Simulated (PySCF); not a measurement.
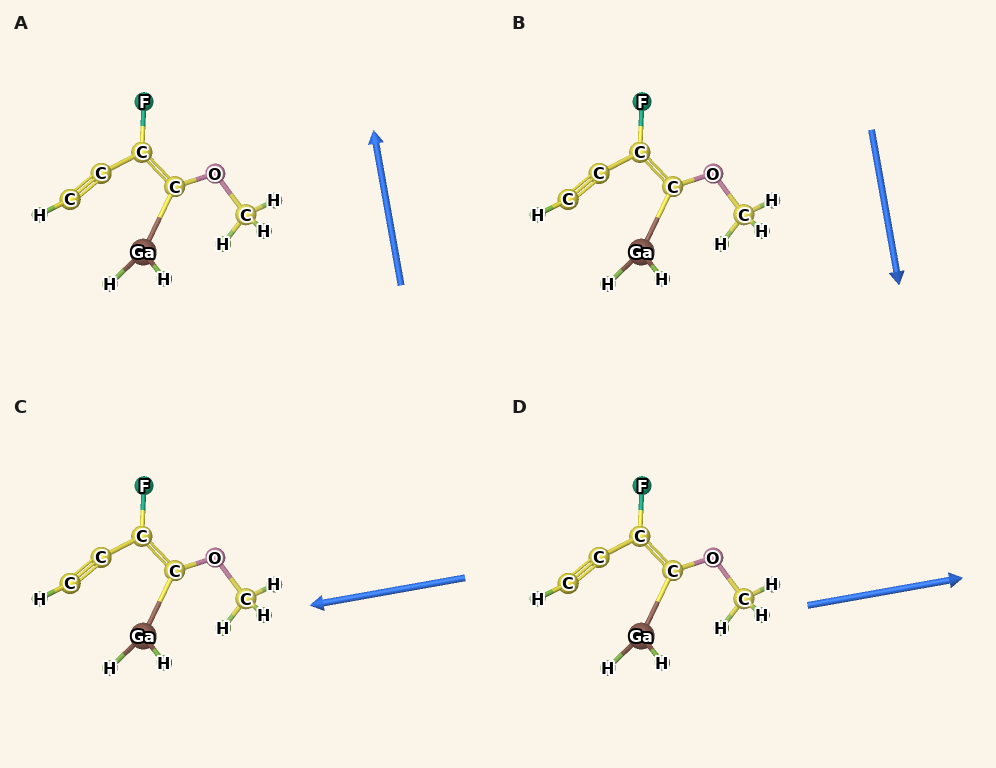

The same molecule four times, each with an arrow. Computed geometry: GFN2-xTB optimisation. No frequency run is at hand to confirm it as a minimum. Method: B3LYP/pcJ-1 (pcSseg-1 on Ga), gas phase (PySCF 2.14.0).

Which arrow points along the dipole moment, from the negative to the positive end?

B. The dipole moment is 1.91 D.

The geometry is semi-empirical. Around Ga such bond lengths and angles can be off by a tenth of an ångström or more and by several degrees, and values that hang on the shape move with them.
